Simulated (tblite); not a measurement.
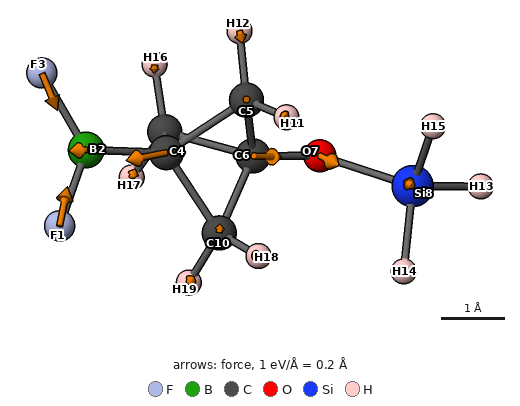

Starting geometry of C5H9BF2OSi with the computed forces as orange arrows. A ball-and-stick model, seen at a tilt.

Computed with GFN2-xTB geometry optimisation, gas phase in tblite. 

Is this structure relaxed? If not, where do the atoms go?

Answer. It isn't relaxed: the largest force vector, on a C atom, is 4.18 eV/Å. The final displacements have little in common with the starting forces (cosine between the two patterns 0.27). The energy falls by 29.4 kcal/mol in 54 geometry steps. An H atom moves most after the best rigid fit: 0.54 Å. By element the largest moves are H 0.54 Å, F 0.36 Å, O 0.32 Å, Si 0.22 Å, B 0.18 Å, C 0.14 Å. Near-neighbour distances that change, for instance: B–F 1.448 → 1.318 Å, O–Si 1.740 → 1.627 Å, B–F 1.424 → 1.318 Å, C–O 1.413 → 1.361 Å. Bond angles that change, for instance: C–O–Si 109.7° → 130.4°, O–Si–H 109.1° → 99.1°, F–B–F 120.8° → 113.9°.
